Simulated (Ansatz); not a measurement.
# Ir (Fm-3m, 1 atom in the cell): phonons and vibrational spectra

Aim: the phonons of Ir (Fm-3m, 1 atom in the cell) at a cell relaxed beforehand at this level.

Calculated with Ansatz 0.2.0; DFT PBEsol, scalar-relativistic, plane waves, PAW; PAW set soft_1.

The database entry behind the starting cell differs from later determinations by our own check (0.1 to 0.3 % short, probably kX units), so it need not match the best structure at ambient conditions.

### Step 1. Starting point

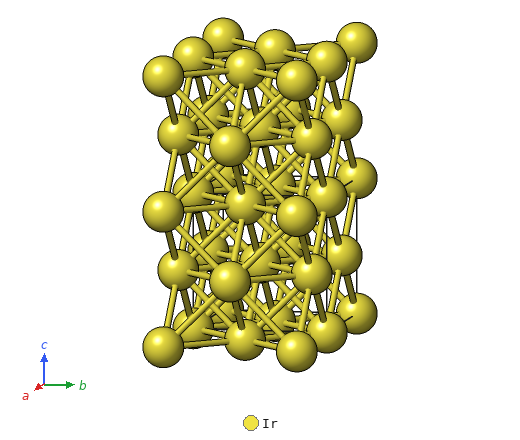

The cell as given, slightly off an axis (iridium yellow). 2×1×2 cells are drawn. This picture shows the conventional cell, with its axes. Some periodic images of atoms are drawn too.

### Step 2. The dispersion

The cell comes from relaxations at this level that are not shown. Stability and thermal properties need the whole zone. Linear response on a 4×4×4 q mesh gives force constants as far as a supercell of that size would.

Contents of input.yaml:

```yaml
crystal:
  lattice:
    - [0.0, 1.9147623234, 1.9147623234]
    - [1.9147623234, 0.0, 1.9147623234]
    - [1.9147623234, 1.9147623234, 0.0]
  atoms:
    - { symbol: Ir, position: [0.0, 0.0, 0.0] }
kpoints:
  mp_grid: { grid: [20, 20, 20] }
hamiltonian:
  xc: pbesol
  pseudopotentials: { kind: paw, azcp: { folder: soft_1 }, xc_functional: pbe }
scf:
  occupations: { method: methfessel_paxton, width: 0.2 }
output:
  eigenvalues: true
phonons:
  method: dfpt
  qmesh: [4, 4, 4]
  temperatures: { t_max: 1000, t_step: 50 }
  qpath:
    path:
      - [[0.0, 0.0, 0.0], [0.5, 0.0, 0.5], [0.625, 0.25, 0.625]]
      - [[0.375, 0.375, 0.75], [0.0, 0.0, 0.0], [0.5, 0.5, 0.5], [0.5, 0.25, 0.75], [0.5, 0.0, 0.5]]
    npoints: 10
```

Command:

```sh
> ansatz run input.yaml --threads 4 --pin off --max-ram 10240MiB --backend cpu --events-out ev --progress --plain --runs-dir out
```

Numbers of over 12 decimals in the logs are rounded to 6 here.

Log:

```text
Engine: ansatz 0.2.0, aarch64-unknown-linux-gnu
Pseudopotentials: kind: paw
Pseudopotential: Ir, paw, valence charge 17, recommended cutoff 420 eV (normal), soft_1/Ir.paw.azcp
Functional definition: PBEsol
  exchange = pbesol_x
  correlation = pbesol_c
Crystal: 1 atoms, lattice volume = 14.040 Å³
Basis set: ecut = 420 eV, 283 PW (Γ), exchange–correlation on 40×40×40 points (8 copies of the dense FFT grid, shifted against one another)
Bands: 13, of which v1, the nominal top of the filled ones, is band 9 counted from 1 (8 counted from 0)
Symmetry: 48 space group operations
k-points: 256 of 8000
Non-local potential: Ir, projectors of the file, l = 0: 3, l = 1: 2, l = 2: 2, l = 3: 1
PAW form: soft (Blöchl's): semilocal exchange-correlation on the pseudo side does not see the compensation charge
PAW frozen core: Ir, regenerated for the run's functional, and the local potential with it (the file was generated under x = pbe(κ = 0.804, μ = 0.219515), c = pbe(β = 0.066725))
PAW one-centre angular grid: Ir, 590 points (default); XC on 64 Gauss nodes
Initial density: superposition of atomic densities (chi_scale 0.1, normalization cell)
Initial wavefunctions: pseudopotential atomic-orbital guess
Functional: x = pbesol(κ = 0.804, μ = 0.123457), c = pbesol(β = 0.046)
SCF iter   1: F=—  HF=-11800.555928 eV  |F-HF|=—  |Δ(HF+E_count)|=         —  Δρ=5.28e-2  dr2=2.94e-1  ethr=3.10e-3  ⟨swp⟩=5.0  Hψ=16406  notcnv=0
preconditioner: auto → none  [metal: Δε(μ)=0.018 eV  Ē_g=14.253 eV  σ=0.200 eV  W_gap=0.08  n_scr=0 (ndim 8)  ℏωp=29.7 eV  f_vac=0.000  D(μ)=0.53/eV (n_scr^D=0)]
SCF iter   2: F=—  HF=-11800.451781 eV  |F-HF|=—  |Δ(HF+E_count)|=   1.04e-1  S|Δr|=    0.00e0  Δρ=1.64e-2  dr2=8.23e-3  ethr=1.73e-3  ⟨swp⟩=2.6  Hψ=7337  notcnv=0  defer=46
SCF iter   3: F=—  HF=-11800.448970 eV  |F-HF|=—  |Δ(HF+E_count)|=   2.81e-3  S|Δr|=    0.00e0  Δρ=7.49e-3  dr2=1.79e-3  ethr=4.84e-5  ⟨swp⟩=1.2  Hψ=3670  notcnv=0  defer=46
SCF iter   4: F=—  HF=-11800.448288 eV  |F-HF|=—  |Δ(HF+E_count)|=   6.82e-4  S|Δr|=    0.00e0  Δρ=2.05e-4  dr2=1.91e-6  ethr=1.05e-5  ⟨swp⟩=1.0  Hψ=3282  notcnv=0  defer=46
SCF iter   5: F=—  HF=-11800.448284 eV  |F-HF|=—  |Δ(HF+E_count)|=   4.27e-6  S|Δr|=    0.00e0  Δρ=3.77e-5  dr2=1.05e-7  ethr=1.12e-8  ⟨swp⟩=2.0  Hψ=5472  notcnv=0  defer=46
SCF iter   6: F=—  HF=-11800.448284 eV  |F-HF|=—  |Δ(HF+E_count)|=   3.59e-8  S|Δr|=    0.00e0  Δρ=1.88e-6  dr2=2.41e-10  ethr=6.17e-10  ⟨swp⟩=2.1  Hψ=5383  notcnv=0  defer=46
SCF iter   7: F=-11800.448284 eV  HF=-11800.448284 eV  |F-HF|=3.64e-12  |Δ(HF+E_count)|=  4.73e-11  S|Δr|=    0.00e0  Δρ=2.14e-7  dr2=3.83e-12  ethr=1.00e-12  ⟨swp⟩=5.9  Hψ=13755  notcnv=0
SCF 1 converged in 7 iterations: F = -11800.448284 eV  dr2 = 3.83e-12
  greatest PAW one-centre occupation: 1.000 electrons in one spin orbital (limit 2), on the Ir atom at site 0 (counted from 0), in its partial waves of l = 0
NSCF: frozen V_eff on 256 k-points
NSCF: frozen V_eff on 641 k-points
DFPT response loops at q = (0, 0, 0) (fractional): preconditioner auto → Kerker (q_TF=auto, 2.817 Å⁻¹) (partly filled bands, converged f_vac=0.000); β = 1.00, the filter's whole step (`scf.mixing.beta` (0.50) is not read by the response loops under this deck's `scf.mixing.preconditioner`; to damp them name `kerker` or `kerker_dos`, under which they read `scf.mixing.beta`, and type it under 1.00, their step now; both keys bind the ground state too); Broyden in place of MSR1
NSCF: frozen V_eff on 8400 k-points
DFPT response loops at q = (0, 0, 0.25) (fractional): mixed as the last ones told, above
NSCF: frozen V_eff on 4224 k-points
DFPT response loops at q = (0, 0, -0.5) (fractional): mixed as the last ones told, above
NSCF: frozen V_eff on 4420 k-points
DFPT response loops at q = (0, 0.25, 0.25) (fractional): mixed as the last ones told, above
NSCF: frozen V_eff on 16000 k-points
DFPT response loops at q = (0, 0.25, -0.5) (fractional): mixed as the last ones told, above
NSCF: frozen V_eff on 8400 k-points
DFPT response loops at q = (0, 0.25, -0.25) (fractional): mixed as the last ones told, above
NSCF: frozen V_eff on 2332 k-points
DFPT response loops at q = (0, -0.5, -0.5) (fractional): mixed as the last ones told, above
NSCF: frozen V_eff on 4420 k-points
DFPT response loops at q = (0.25, -0.5, -0.25) (fractional): mixed as the last ones told, above
SCF converged after 7 iterations
Stability not checked: this state was not tested for a lower state beside it, because cold or Methfessel-Paxton smearing, or corrected tetrahedra, fill the levels in a way that the test cannot read (fill_not_monotonic; see scf.lower_state_search)
Free energy (F): -11800.448284 eV
Harris-Foulkes:  -11800.448284 eV  (|F-HF|=3.64e-12)
Internal energy: -11800.451159 eV  (E = F + TS)
E sigma→0 (E₀):  -11800.449003 eV
Entropy (-TS):   0.002875 eV (2.875 meV/atom)
Fermi energy:    25.824442 eV
--- Per-component energies (eV) ---
  E_band       = -82.486420
  E_kinetic    = 540.423681
  E_local      = -1091.092420  (includes V_loc(G=0)·N_el)
  E_nonlocal   = 193.024923
  E_hartree    = 407.395159
  E_xc         = -229.371131
  E_vxc        = -256.826136  (∫ρ·V_xc dr)
  E_paw        = -9129.940341  (= ΣΔE_a)
  E_vpaw       = -282.807072  (= ΣTr[D̂ρ^β])
  E_aug_tail   = 0.000360  (compensation charges beyond the density's cutoff)
  E_ewald      = -2491.156738
  E_core_change = 0.265348  (= ΣΔE_core)
  E_smearing   = 0.002875  (= −TS)
  E_closure    = 0.000000  (closes the sum)
  Σ components = -11800.448284   (vs F -11800.448284, Δ=0.00e0)
--- Band table (eV; the first three rows and the last of 256) ---
  k-point 0: bands = [... 5 lower, 21.9233, 21.9233, 21.9233, 24.6731, 24.6731, 39.4289, 44.9646, 44.9646]
  k-point 1: bands = [... 5 lower, 21.8612, 21.9727, 21.9727, 24.6398, 24.6398, 39.6266, 44.4221, 45.1535]
  k-point 2: bands = [... 5 lower, 21.6970, 22.1062, 22.1062, 24.5612, 24.5612, 40.1806, 43.2632, 45.7077]
  k-point 255: bands = [... 5 lower, 20.9185, 20.9185, 24.0322, 27.3934, 34.0370, 34.9238, 34.9238, 39.2325]
--- Phonons (Γ-DFPT): 1 representative perturbation + reference (Σ response iterations 3) ---
  ASR residual: 1.502e-4 → 0.000e0 eV/Å²; symmetrization residual: 7.124e-12 eV/Å²
  ASR residual per site (eV/Å²): 1.50e-4
  Γ frequencies (cm⁻¹): 0.00 0.00 0.00
--- Phonons (arbitrary-q DFPT): 8 irreducible q on the 4×4×4 mesh ---
  q = [0.0000, 0.0000, 0.0000] (star 1, of the zone-centre solve; hermiticity 1.33e-9, symmetrization 4.74e-8): 0.00 0.00 0.00
  q = [0.0000, 0.0000, 0.2500] (star 8, 1 solved perturbation on 4200 of 8000 k-point pairs; hermiticity 6.49e-14, symmetrization 4.47e-13): 88.48 88.48 170.15
  q = [0.0000, 0.0000, -0.5000] (star 4, 1 solved perturbation on 2112 of 8000 k-point pairs; hermiticity 5.66e-10, symmetrization 2.83e-10): 117.90 117.90 203.78
  q = [0.0000, 0.2500, 0.2500] (star 6, 2 solved perturbations in 3420 linear systems a pass and spin channel, the states on 2210 of 8000 k-point pairs; hermiticity 2.06e-14, symmetrization 3.32e-14): 117.08 117.08 184.67
  q = [0.0000, 0.2500, -0.5000] (star 24, 2 solved perturbations in 12200 linear systems a pass and spin channel, the states on 8000 of 8000 k-point pairs; hermiticity 7.67e-8, symmetrization 1.03e-8): 137.82 155.63 189.65
  q = [0.0000, 0.2500, -0.2500] (star 12, 2 solved perturbations in 6410 linear systems a pass and spin channel, the states on 4200 of 8000 k-point pairs; hermiticity 1.21e-14, symmetrization 1.41e-14): 129.51 143.53 190.65
  q = [0.0000, -0.5000, -0.5000] (star 3, 2 solved perturbations in 1807 linear systems a pass and spin channel, the states on 1166 of 8000 k-point pairs; hermiticity 5.05e-14, symmetrization 6.75e-14): 148.29 148.29 197.90
  q = [0.2500, -0.5000, -0.2500] (star 6, 2 solved perturbations in 3326 linear systems a pass and spin channel, the states on 2210 of 8000 k-point pairs; hermiticity 1.83e-14, symmetrization 1.64e-13): 166.31 168.76 168.76
  sum rule: each row above includes the acoustic sum rule's correction from the zone centre's row sums; it moved no ω² by more than (0.46 cm⁻¹)²
  mesh force constants: q→R imaginary residual 0.00e0; ASR residual 1.502e-4 → 0.000e0 eV/Å²; symmetrization residual 2.487e-14 eV/Å²
  interpolated dispersion: 62 rows × 3 modes
  density of states and harmonic sums: on the 28×28×28 q-mesh, interpolated from the force constants of a 4×4×4 supercell (no non-analytic term)
  largest difference from the sums on the solved wave vectors: F 1.07e-2 eV, S 1.48e-5 and C_V 4.03e-6 eV/K
  zero-point energy: 0.027940 eV/cell   skipped modes (ω ≤ 0): 3   left out of the sums: 4.56e-5 of the cell's modes: C_V's classical limit lies that fraction below 3 k_B per atom; for a crystal, a wire or a layer, F and S can be off by more, and a phonons.interpolated_qmesh denser along its periods is the remedy for the sampling
```

Run time: 2.1 min. Hardware: 4 threads of Arm Neoverse V2, shared host; peak memory 3.6 GiB.

Numbers from this step:

```yaml
volume_per_atom: 14.04 Å³
gap_on_the_k_mesh: 0 eV
sum_rule_residual_before_enforcement: 1.50e-4 eV/Å²
lowest_frequency_on_the_path: 0 cm⁻¹
highest_frequency_on_the_path_or_at_a_solved_wavevector: 203.8 cm⁻¹
mean_frequency: 150.3 cm⁻¹
debye_temperature_second_moment: 286 K
logarithmic_mean_frequency: 145.9 cm⁻¹
lowest_mode_on_the_q_mesh_acoustic_modes_at_gamma_apart: 88.48 cm⁻¹
zero_point_energy_per_atom: 27.94 meV
heat_capacity_at_300_k: 23.84 J/(mol atoms K)
vibrational_entropy_at_300_k: 34.41 J/(mol atoms K)
```

Frequencies (cm⁻¹) solved at each irreducible wavevector; negative means imaginary. Frequencies by wavevector, by row:

| q in reciprocal lattice units | star | mode 1 | mode 2 | mode 3 |
| --- | --- | --- | --- | --- |
| 0 0 0 | 1 | 0 | 0 | 0 |
| 0 0 0.25 | 8 | 88.5 | 88.5 | 170.2 |
| 0 0 -0.5 | 4 | 117.9 | 117.9 | 203.8 |
| 0 0.25 0.25 | 6 | 117.1 | 117.1 | 184.7 |
| 0 0.25 -0.5 | 24 | 137.8 | 155.6 | 189.7 |
| 0 0.25 -0.25 | 12 | 129.5 | 143.5 | 190.7 |
| 0 -0.5 -0.5 | 3 | 148.3 | 148.3 | 197.9 |
| 0.25 -0.5 -0.25 | 6 | 166.3 | 168.8 | 168.8 |

Interpolated from a 4×4×4 q mesh. The phonon branches at the labelled points (cm⁻¹):

| point | branch 1 | branch 2 | branch 3 |
| --- | --- | --- | --- |
| Γ | 0 | 0 | 0 |
| X | 148 | 148 | 198 |
| U | 146 | 170 | 179 |
| jump to K | 146 | 170 | 179 |
| Γ | 0 | 0 | 0 |
| L | 118 | 118 | 204 |
| W | 166 | 169 | 169 |
| X | 148 | 148 | 198 |

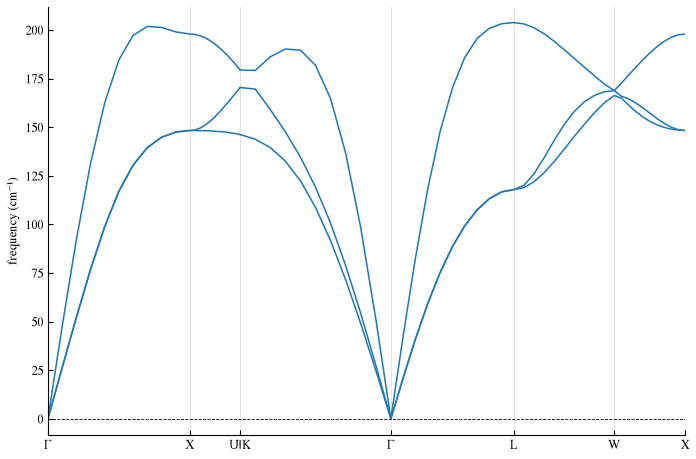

Phonon branches along the path.

The phonon density of states has structure finer than the step of the table below, so its rows give means over 10 cm⁻¹, whole bins alone (the curve runs from 1 to 205 cm⁻¹). Peaks (cm⁻¹: height): 147.0: 0.0530, 191.0: 0.0645.

Tetrahedra on a 28×28×28 mesh, mean over bins of 2 cm-1. Interpolated from a 4×4×4 q mesh. Table of phonon density of states by wavenumber; means over each step:

| wavenumber (cm⁻¹) | phonon density of states (1/cm⁻¹/cell) |
| --- | --- |
| 10 | 3.0e-5 |
| 20 | 1.6e-4 |
| 30 | 3.9e-4 |
| 40 | 7.3e-4 |
| 50 | 0.00118 |
| 60 | 0.00182 |
| 70 | 0.00269 |
| 80 | 0.00390 |
| 90 | 0.00565 |
| 100 | 0.00839 |
| 110 | 0.0133 |
| 120 | 0.0239 |
| 130 | 0.0304 |
| 140 | 0.0390 |
| 150 | 0.0429 |
| 160 | 0.0256 |
| 170 | 0.0115 |
| 180 | 0.0205 |
| 190 | 0.0500 |
| 200 | 0.0179 |

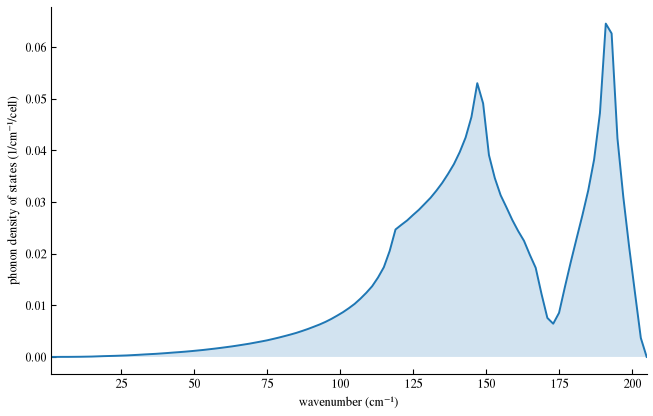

Phonon density of states, plotted against wavenumber.

Second derivatives of the energy by pair, one row for each kind of neighbour of each atom listed. Each entry sums the pair over the periodic images of the supercell that the q mesh stands for, and in a polar crystal it holds the long-range dipole part too. Force constants by pair, by row:

| atom | neighbour | distance (Å) | third of the trace (eV/Å²) | along the pair's line (eV/Å²) |
| --- | --- | --- | --- | --- |
| Ir1 | itself | 0 | 16.73 | – |
| Ir1 | Ir | 2.708 | -0.9854 | -3.213 |
| Ir1 | Ir | 3.83 | -0.1123 | -1.04 |
| Ir1 | Ir | 4.69 | -0.136 | -0.3378 |
| Ir1 | Ir | 5.416 | -0.2223 | -0.6741 |
| Ir1 | Ir | 6.055 | 0.033 | 0.0334 |
| Ir1 | Ir | 6.633 | -0.0737 | -0.0737 |

Harmonic thermodynamic functions per atom, from the density of states. Interpolated from a 4×4×4 q mesh. Thermodynamic functions, by row:

| T (K) | F_vib (meV/atom) | S (J/mol-atom/K) | C_V (J/mol-atom/K) |
| --- | --- | --- | --- |
| 0 | 27.94 | 0 | 0 |
| 50 | 27.63 | 2.491 | 6.97 |
| 100 | 24.21 | 10.93 | 17.07 |
| 200 | 5.09 | 24.97 | 22.57 |
| 300 | -25.97 | 34.41 | 23.84 |
| 400 | -65.39 | 41.35 | 24.32 |
| 500 | -111.2 | 46.8 | 24.54 |
| 600 | -162.1 | 51.29 | 24.66 |
| 700 | -217.2 | 55.09 | 24.74 |
| 800 | -276.1 | 58.4 | 24.78 |
| 900 | -338.2 | 61.32 | 24.82 |
| 1000 | -403.1 | 63.94 | 24.84 |

Harmonic mean-square displacement, third of the trace. Interpolated from a 4×4×4 q mesh. Mean square displacements, by row:

| T (K) | Ir1 U_eq (Å²) |
| --- | --- |
| 0 | 6.30e-4 |
| 100 | 9.00e-4 |
| 300 | 0.00218 |
| 600 | 0.00426 |

Symmetry leaves 8 wavevectors to solve. The lowest mode among them, the acoustic zeros apart, lies at q = (0, 0, 0.25) and is real, 88.5 cm⁻¹.

### Step 3. Results

| Property | Result |
| --- | --- |
| space group (within 0.01 Å) | Fm-3m |
| volume per atom | 14.0 Å³ |
| electronic character | no gap on this mesh |
| lowest mode on the q mesh (acoustic modes at Γ apart) | 88.5 cm⁻¹ |
| highest frequency on the path or at a solved wavevector | 204 cm⁻¹ |
| zero-point energy per atom | 27.9 meV |
| heat capacity at 300 K | 23.8 J/(mol atoms K) |
| vibrational entropy at 300 K | 34.4 J/(mol atoms K) |
| Debye temperature (second moment) | 286 K |
| imaginary modes on the 4×4×4 q mesh | none |

In words: The structure is a minimum as far as tested: no mode is imaginary at the 8 irreducible wavevectors of the 4×4×4 mesh, and the softest away from the acoustic zeros lies at 88 cm⁻¹. With no gap, or one that is small against the smearing, the frequencies hang on the k mesh and the smearing, most of all near Kohn anomalies. Spin-orbit coupling is left out, which can matter for the heavy elements here. The PAW files were made for PBE and serve the other functionals too. These are harmonic frequencies at zero temperature: anharmonic shifts, linewidths and thermal expansion are left out.

[Logs are printed without paths, hosts, clocks, repeated set-up lines and the standing remarks that a program may print on its own settings, such as how far it seeks lower states.]

[Hosts, paths, dates, database ids (printed as entryN), source tags and the programs' standing remarks are cut or masked in the printed files.]
